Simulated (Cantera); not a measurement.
Charge: 1 mol Si, a varied amount of Cl₂, 11 mol H₂, held at 1423.15 K and 4.50 bar.

Cantera equilibrium calculation (NASA polynomials, part measured and part estimated; ideal gas, pure solids and liquids). Candidate condensed phases: Si; 19 gas species. The tables' values for SiCl₃ are old estimates; treat these amounts as uncertain. Equilibrium is a limit: real reactors are often held back by kinetics, nucleation or transport.

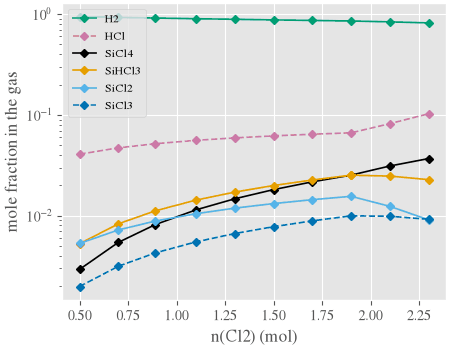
Equilibrium gas composition (values under 1e-9 drawn at 1e-9)

Read off the mole fractions at 1.1 mol Cl₂.

H₂ about 0.90, HCl about 0.056, SiHCl₃ about 0.014, SiCl₄ about 0.011, SiCl₂ about 0.010, SiCl₃ about 0.0055.
